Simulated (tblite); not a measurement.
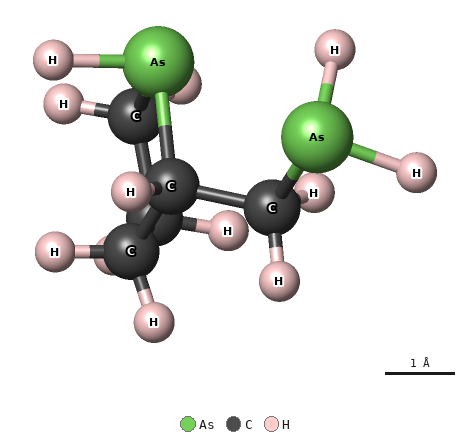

**Figure 1.** The starting structure (ball-and-stick view, seen at a tilt).

Run report: C5H12As2, geometry relaxation (part 1 of 4)

C5H12As2, computed with GFN2-xTB geometry optimisation, gas phase (tblite 0.8.0).

It belongs to a series of runs on one base structure; here: constitutional isomer.

### The program's output
```
step      E/eV     max force
  0    -585.99071    1.012
  1    -586.06854    0.636
  2    -586.10393    0.357
  3    -586.11489    0.220
  4    -586.12094    0.232
  5    -586.12685    0.208
  6    -586.13178    0.181
  7    -586.13446    0.134
  8    -586.13588    0.082
  9    -586.13697    0.097
 10    -586.13799    0.080
 11    -586.13884    0.070
 12    -586.13957    0.057
 13    -586.14037    0.069
 14    -586.14134    0.097
 15    -586.14233    0.088
 16    -586.14303    0.056
 17    -586.14344    0.046
 18    -586.14377    0.048
 19    -586.14419    0.064
 20    -586.14471    0.067
 21    -586.14528    0.059
 22    -586.14584    0.061
 23    -586.14641    0.053
 24    -586.14697    0.068
 25    -586.14741    0.058
 26    -586.14768    0.050
 27    -586.14786    0.046
 28    -586.14805    0.043
 29    -586.14823    0.039
 30    -586.14838    0.024
 31    -586.14848    0.022
 32    -586.14856    0.022
 33    -586.14864    0.023
 34    -586.14872    0.022
 35    -586.14879    0.020
 36    -586.14887    0.022
 37    -586.14898    0.025
 38    -586.14910    0.029
 39    -586.14921    0.025
 40    -586.14929    0.021
 41    -586.14934    0.016
 42    -586.14937    0.013
 43    -586.14939    0.013
 44    -586.14942    0.013
 45    -586.14945    0.017
 46    -586.14949    0.016
 47    -586.14952    0.011
 48    -586.14954    0.011
 49    -586.14956    0.011
 50    -586.14957    0.011
 51    -586.14959    0.011
 52    -586.14962    0.012
 53    -586.14964    0.010
```

### Trajectory as extended XYZ (Å, eV, eV/Å), 43 of the 54 frames kept, from step=0 to step=53
```
19
Properties=species:S:1:pos:R:3:forces:R:3 step=0 energy=-585.99071
As    3.2482   -0.2242    0.1582   -0.0450   0.5280  -0.6350
C     1.4350   -0.6498   -0.5440    0.0530  -0.4610   0.3430
C     0.3795   -0.4807    0.5567   -0.0750  -0.3390  -0.4210
C    -0.9878   -1.0227    0.1030   -0.0980  -0.6510   0.7680
C    -1.7019    0.0161   -0.7283   -0.3180   0.0330  -0.8970
C    -1.6128    1.3662   -0.0374   -0.4760   0.3950   0.0940
As    0.0946    1.4383    0.9505   -0.1490   0.0200   0.9480
H     3.0428    1.3194   -0.0475    0.2630  -0.6850  -0.0050
H     3.8937   -0.3991   -1.2517   -0.1720   0.2510   0.5070
H     1.2175   -0.0099   -1.4067   -0.0320  -0.1820   0.0650
H     1.4595   -1.7139   -0.8738   -0.0580   0.4860   0.0250
H     0.6954   -1.0092    1.4758    0.0430   0.0810  -0.3110
H    -0.8852   -1.9801   -0.4436    0.0020   0.3700   0.1600
H    -1.5986   -1.2408    1.0114    0.2760   0.1700  -0.4410
H    -1.2162    0.0913   -1.7306   -0.3380  -0.1470   0.5270
H    -2.7670   -0.2655   -0.8750    0.5790   0.0780  -0.0970
H    -2.4458    1.4843    0.6875    0.3810   0.0900  -0.4720
H    -1.6518    2.1866   -0.7764   -0.1980  -0.2270   0.2750
H    -0.6088    1.1032    2.3175    0.3630   0.1900  -0.4330
19
Properties=species:S:1:pos:R:3:forces:R:3 step=1 energy=-586.06854
As    3.2476   -0.2166    0.1491   -0.0140   0.3380  -0.3770
C     1.4358   -0.6564   -0.5391    0.0090  -0.0400   0.0920
C     0.3784   -0.4856    0.5507   -0.1130  -0.2170  -0.1280
C    -0.9892   -1.0320    0.1140   -0.0510  -0.0020  -0.0080
C    -1.7065    0.0166   -0.7411    0.0190  -0.0220   0.0930
C    -1.6196    1.3719   -0.0361   -0.0700  -0.0210  -0.0950
As    0.0925    1.4386    0.9640   -0.1350  -0.0230   0.6210
H     3.0466    1.3096   -0.0476    0.2200  -0.5270  -0.0580
H     3.8912   -0.3955   -1.2444   -0.1390   0.2490   0.3640
H     1.2170   -0.0125   -1.4058   -0.0110  -0.2500   0.1550
H     1.4587   -1.7070   -0.8734   -0.0320   0.1800  -0.0330
H     0.6960   -1.0080    1.4714    0.0580   0.0480  -0.2530
H    -0.8852   -1.9748   -0.4413    0.0040   0.1370   0.0970
H    -1.5947   -1.2384    1.0051    0.0250   0.0690  -0.0530
H    -1.2211    0.0892   -1.7231   -0.1330  -0.1150   0.1240
H    -2.7588   -0.2644   -0.8764    0.2220  -0.0070  -0.1680
H    -2.4404    1.4856    0.6807    0.0630   0.1120  -0.2250
H    -1.6547    2.1834   -0.7725   -0.1860  -0.0320   0.1380
H    -0.6036    1.1059    2.3113    0.2630   0.1240  -0.2860
19
Properties=species:S:1:pos:R:3:forces:R:3 step=3 energy=-586.11489
As    3.2469   -0.2026    0.1337    0.0020  -0.0940   0.1300
C     1.4362   -0.6582   -0.5340   -0.0120   0.0820  -0.0030
C     0.3735   -0.4934    0.5447   -0.0130   0.1120   0.0680
C    -0.9915   -1.0330    0.1156   -0.0160   0.1210  -0.0880
C    -1.7056    0.0161   -0.7391    0.0790  -0.0070   0.1510
C    -1.6217    1.3712   -0.0386    0.1370  -0.0540   0.0400
As    0.0869    1.4374    0.9911    0.0290  -0.0130  -0.0310
H     3.0574    1.2854   -0.0515    0.1260  -0.0990  -0.1450
H     3.8847   -0.3826   -1.2280   -0.0370   0.2140   0.0370
H     1.2157   -0.0239   -1.3996   -0.0640  -0.0890  -0.0040
H     1.4574   -1.6993   -0.8754    0.0120  -0.0540  -0.0420
H     0.6992   -1.0070    1.4598    0.0640  -0.0850  -0.0710
H    -0.8852   -1.9690   -0.4373   -0.0150  -0.0520  -0.0110
H    -1.5936   -1.2349    1.0027   -0.0690   0.0230   0.0940
H    -1.2272    0.0834   -1.7170    0.0270  -0.0690  -0.0570
H    -2.7488   -0.2652   -0.8847   -0.0280  -0.0560  -0.1240
H    -2.4385    1.4912    0.6702   -0.1340   0.0770  -0.0360
H    -1.6638    2.1825   -0.7666   -0.0970   0.0660  -0.0040
H    -0.5920    1.1111    2.2996    0.0100  -0.0230   0.0930
19
Properties=species:S:1:pos:R:3:forces:R:3 step=4 energy=-586.12094
As    3.2468   -0.2022    0.1339   -0.0030  -0.1510   0.1760
C     1.4361   -0.6569   -0.5330   -0.0130  -0.0010  -0.0020
C     0.3724   -0.4921    0.5450    0.0220   0.0940   0.0500
C    -0.9923   -1.0308    0.1144   -0.0060  -0.0030   0.0450
C    -1.7039    0.0159   -0.7360   -0.0040   0.0070  -0.0330
C    -1.6191    1.3701   -0.0379    0.0290   0.0490   0.0610
As    0.0866    1.4369    0.9952    0.0600   0.0130  -0.1000
H     3.0622    1.2789   -0.0554    0.1050  -0.0100  -0.1370
H     3.8828   -0.3754   -1.2243   -0.0120   0.1840  -0.0140
H     1.2140   -0.0279   -1.3987   -0.0700  -0.0230  -0.0610
H     1.4575   -1.6991   -0.8766    0.0110  -0.0220  -0.0070
H     0.7013   -1.0088    1.4562    0.0520  -0.0920  -0.0340
H    -0.8855   -1.9691   -0.4369   -0.0200  -0.0200   0.0010
H    -1.5949   -1.2337    1.0042   -0.0300   0.0340   0.0360
H    -1.2277    0.0808   -1.7170    0.0350  -0.0520  -0.0180
H    -2.7476   -0.2666   -0.8889    0.0050  -0.0320  -0.0810
H    -2.4411    1.4939    0.6674   -0.0820   0.0480  -0.0440
H    -1.6676    2.1838   -0.7657   -0.0540   0.0190   0.0150
H    -0.5897    1.1115    2.2997   -0.0260  -0.0420   0.1440
19
Properties=species:S:1:pos:R:3:forces:R:3 step=5 energy=-586.12685
As    3.2466   -0.2048    0.1374   -0.0120  -0.1480   0.1460
C     1.4356   -0.6558   -0.5320   -0.0160  -0.0640  -0.0120
C     0.3717   -0.4894    0.5462    0.0420   0.0130   0.0110
C    -0.9931   -1.0290    0.1143    0.0060  -0.0880   0.1390
C    -1.7024    0.0160   -0.7339   -0.0600   0.0220  -0.1590
C    -1.6163    1.3701   -0.0362   -0.0940   0.1060   0.0360
As    0.0875    1.4368    0.9976    0.0540   0.0340  -0.0970
H     3.0691    1.2722   -0.0621    0.0840   0.0440  -0.1010
H     3.8805   -0.3647   -1.2207    0.0100   0.1370  -0.0330
H     1.2109   -0.0322   -1.3991   -0.0600   0.0280  -0.0890
H     1.4577   -1.6991   -0.8779    0.0040   0.0100   0.0320
H     0.7043   -1.0123    1.4519    0.0330  -0.0780   0.0000
H    -0.8863   -1.9694   -0.4363   -0.0200   0.0200   0.0250
H    -1.5967   -1.2318    1.0063    0.0060   0.0410  -0.0140
H    -1.2276    0.0771   -1.7172    0.0470  -0.0270   0.0180
H    -2.7461   -0.2686   -0.8946    0.0330  -0.0040  -0.0330
H    -2.4451    1.4976    0.6637   -0.0220   0.0160  -0.0400
H    -1.6724    2.1853   -0.7643   -0.0040  -0.0190   0.0280
H    -0.5879    1.1111    2.3025   -0.0300  -0.0420   0.1410
19
Properties=species:S:1:pos:R:3:forces:R:3 step=6 energy=-586.13178
As    3.2462   -0.2097    0.1431   -0.0220  -0.0870   0.0550
C     1.4348   -0.6556   -0.5316   -0.0170  -0.0740  -0.0330
C     0.3717   -0.4869    0.5475    0.0420  -0.0760  -0.0230
C    -0.9937   -1.0282    0.1161    0.0050  -0.0860   0.1360
C    -1.7017    0.0165   -0.7337   -0.0610   0.0210  -0.1640
C    -1.6153    1.3715   -0.0343   -0.1590   0.0850  -0.0150
As    0.0890    1.4372    0.9984    0.0110   0.0330  -0.0470
H     3.0774    1.2663   -0.0702    0.0640   0.0550  -0.0440
H     3.8786   -0.3518   -1.2177    0.0250   0.0770  -0.0230
H     1.2070   -0.0360   -1.4008   -0.0340   0.0490  -0.0780
H     1.4580   -1.6991   -0.8785   -0.0070   0.0150   0.0560
H     0.7078   -1.0171    1.4478    0.0150  -0.0500   0.0260
H    -0.8873   -1.9693   -0.4351   -0.0180   0.0420   0.0490
H    -1.5985   -1.2293    1.0084    0.0210   0.0390  -0.0280
H    -1.2264    0.0732   -1.7174    0.0630   0.0020   0.0310
H    -2.7442   -0.2705   -0.9009    0.0350   0.0170   0.0020
H    -2.4495    1.5013    0.6595    0.0100  -0.0120  -0.0140
H    -1.6771    2.1866   -0.7625    0.0370  -0.0220   0.0180
H    -0.5865    1.1100    2.3076   -0.0090  -0.0270   0.0940
19
Properties=species:S:1:pos:R:3:forces:R:3 step=8 energy=-586.13588
As    3.2448   -0.2164    0.1489   -0.0240   0.0300  -0.0720
C     1.4333   -0.6569   -0.5334   -0.0130  -0.0030  -0.0420
C     0.3730   -0.4884    0.5480    0.0020  -0.0610  -0.0140
C    -0.9942   -1.0285    0.1204   -0.0120   0.0230  -0.0050
C    -1.7021    0.0173   -0.7369    0.0120  -0.0060  -0.0010
C    -1.6199    1.3740   -0.0344   -0.0550  -0.0240  -0.0410
As    0.0896    1.4383    0.9978   -0.0630  -0.0210   0.0200
H     3.0874    1.2632   -0.0784    0.0430   0.0120   0.0260
H     3.8781   -0.3378   -1.2157    0.0310   0.0130   0.0070
H     1.2025   -0.0378   -1.4049   -0.0010   0.0150  -0.0190
H     1.4578   -1.6996   -0.8769   -0.0140  -0.0310   0.0290
H     0.7115   -1.0232    1.4455    0.0030  -0.0160   0.0230
H    -0.8891   -1.9681   -0.4319   -0.0200   0.0090   0.0480
H    -1.5998   -1.2256    1.0103   -0.0030   0.0280   0.0190
H    -1.2219    0.0703   -1.7171    0.0710   0.0250   0.0110
H    -2.7422   -0.2717   -0.9063    0.0000   0.0100  -0.0020
H    -2.4540    1.5040    0.6564   -0.0230  -0.0230   0.0260
H    -1.6793    2.1879   -0.7611    0.0390   0.0210  -0.0240
H    -0.5851    1.1082    2.3152    0.0260  -0.0010   0.0100
19
Properties=species:S:1:pos:R:3:forces:R:3 step=9 energy=-586.13697
As    3.2438   -0.2176    0.1486   -0.0170   0.0500  -0.0810
C     1.4325   -0.6576   -0.5351   -0.0110   0.0200  -0.0270
C     0.3736   -0.4907    0.5477   -0.0130  -0.0080   0.0050
C    -0.9946   -1.0283    0.1218   -0.0160   0.0460  -0.0410
C    -1.7021    0.0175   -0.7383    0.0300  -0.0110   0.0450
C    -1.6230    1.3743   -0.0356    0.0090  -0.0400  -0.0200
As    0.0882    1.4382    0.9977   -0.0650  -0.0400   0.0230
H     3.0908    1.2633   -0.0796    0.0340   0.0010   0.0360
H     3.8790   -0.3342   -1.2154    0.0310   0.0000   0.0050
H     1.2013   -0.0374   -1.4067    0.0010  -0.0070  -0.0010
H     1.4573   -1.7006   -0.8755   -0.0130  -0.0410   0.0060
H     0.7123   -1.0251    1.4459    0.0000  -0.0080   0.0050
H    -0.8901   -1.9675   -0.4297   -0.0230  -0.0170   0.0350
H    -1.6001   -1.2239    1.0111   -0.0140   0.0280   0.0350
H    -1.2187    0.0704   -1.7167    0.0610   0.0240   0.0060
H    -2.7417   -0.2716   -0.9075   -0.0080  -0.0010  -0.0180
H    -2.4555    1.5039    0.6565   -0.0360  -0.0210   0.0200
H    -1.6785    2.1886   -0.7614    0.0240   0.0260  -0.0270
H    -0.5843    1.1076    2.3176    0.0270   0.0010  -0.0070
19
Properties=species:S:1:pos:R:3:forces:R:3 step=10 energy=-586.13799
As    3.2425   -0.2178    0.1468   -0.0060   0.0500  -0.0620
C     1.4316   -0.6581   -0.5372   -0.0110   0.0240  -0.0050
C     0.3739   -0.4929    0.5475   -0.0230   0.0420   0.0190
C    -0.9953   -1.0275    0.1228   -0.0160   0.0390  -0.0420
C    -1.7018    0.0174   -0.7394    0.0320  -0.0080   0.0560
C    -1.6261    1.3740   -0.0370    0.0530  -0.0310   0.0110
As    0.0856    1.4372    0.9980   -0.0450  -0.0440   0.0170
H     3.0949    1.2635   -0.0801    0.0200   0.0040   0.0380
H     3.8805   -0.3307   -1.2150    0.0320  -0.0100  -0.0100
H     1.2002   -0.0371   -1.4085   -0.0030  -0.0260   0.0070
H     1.4566   -1.7022   -0.8739   -0.0100  -0.0340  -0.0140
H     0.7132   -1.0273    1.4463   -0.0040   0.0000  -0.0170
H    -0.8916   -1.9671   -0.4268   -0.0280  -0.0380   0.0200
H    -1.6006   -1.2216    1.0124   -0.0190   0.0300   0.0380
H    -1.2144    0.0709   -1.7159    0.0430   0.0200   0.0090
H    -2.7412   -0.2715   -0.9089   -0.0050  -0.0110  -0.0340
H    -2.4576    1.5033    0.6569   -0.0360  -0.0190  -0.0020
H    -1.6772    2.1897   -0.7622    0.0070   0.0130  -0.0160
H    -0.5830    1.1070    2.3200    0.0180  -0.0030  -0.0120
19
Properties=species:S:1:pos:R:3:forces:R:3 step=11 energy=-586.13884
As    3.2412   -0.2172    0.1441    0.0070   0.0300  -0.0290
C     1.4305   -0.6583   -0.5390   -0.0120   0.0130   0.0140
C     0.3738   -0.4942    0.5475   -0.0240   0.0620   0.0170
C    -0.9962   -1.0266    0.1234   -0.0120   0.0100  -0.0160
C    -1.7011    0.0173   -0.7399    0.0190  -0.0010   0.0350
C    -1.6281    1.3737   -0.0378    0.0600  -0.0090   0.0340
As    0.0826    1.4357    0.9987   -0.0080  -0.0270   0.0070
H     3.0989    1.2638   -0.0799    0.0050   0.0200   0.0340
H     3.8824   -0.3277   -1.2149    0.0320  -0.0160  -0.0300
H     1.1990   -0.0374   -1.4102   -0.0100  -0.0340   0.0050
H     1.4558   -1.7040   -0.8728   -0.0090  -0.0110  -0.0230
H     0.7139   -1.0291    1.4463   -0.0080   0.0080  -0.0320
H    -0.8934   -1.9674   -0.4239   -0.0310  -0.0440   0.0120
H    -1.6012   -1.2190    1.0141   -0.0170   0.0330   0.0290
H    -1.2098    0.0717   -1.7149    0.0250   0.0150   0.0160
H    -2.7406   -0.2716   -0.9109    0.0080  -0.0130  -0.0440
H    -2.4600    1.5024    0.6568   -0.0240  -0.0170  -0.0260
H    -1.6759    2.1907   -0.7629   -0.0040  -0.0090   0.0040
H    -0.5815    1.1064    2.3218    0.0030  -0.0100  -0.0050
19
Properties=species:S:1:pos:R:3:forces:R:3 step=13 energy=-586.14037
As    3.2396   -0.2149    0.1384    0.0270  -0.0200   0.0260
C     1.4279   -0.6585   -0.5412   -0.0030  -0.0130   0.0220
C     0.3724   -0.4935    0.5480   -0.0060   0.0100  -0.0170
C    -0.9984   -1.0253    0.1247   -0.0040  -0.0430   0.0450
C    -1.6992    0.0173   -0.7397   -0.0070   0.0080  -0.0300
C    -1.6291    1.3730   -0.0373    0.0050   0.0170   0.0320
As    0.0777    1.4324    1.0006    0.0600   0.0350   0.0020
H     3.1064    1.2656   -0.0779   -0.0210   0.0470   0.0160
H     3.8876   -0.3228   -1.2166    0.0180  -0.0170  -0.0490
H     1.1960   -0.0399   -1.4130   -0.0230  -0.0270  -0.0100
H     1.4538   -1.7070   -0.8720   -0.0080   0.0410  -0.0110
H     0.7146   -1.0319    1.4440   -0.0120   0.0180  -0.0280
H    -0.8987   -1.9702   -0.4177   -0.0310  -0.0190   0.0190
H    -1.6032   -1.2120    1.0183   -0.0050   0.0330  -0.0010
H    -1.2006    0.0738   -1.7118    0.0010   0.0060   0.0250
H    -2.7384   -0.2724   -0.9173    0.0360  -0.0020  -0.0440
H    -2.4652    1.5000    0.6546    0.0060  -0.0100  -0.0470
H    -1.6741    2.1914   -0.7634   -0.0080  -0.0410   0.0390
H    -0.5789    1.1045    2.3251   -0.0250  -0.0240   0.0120
```
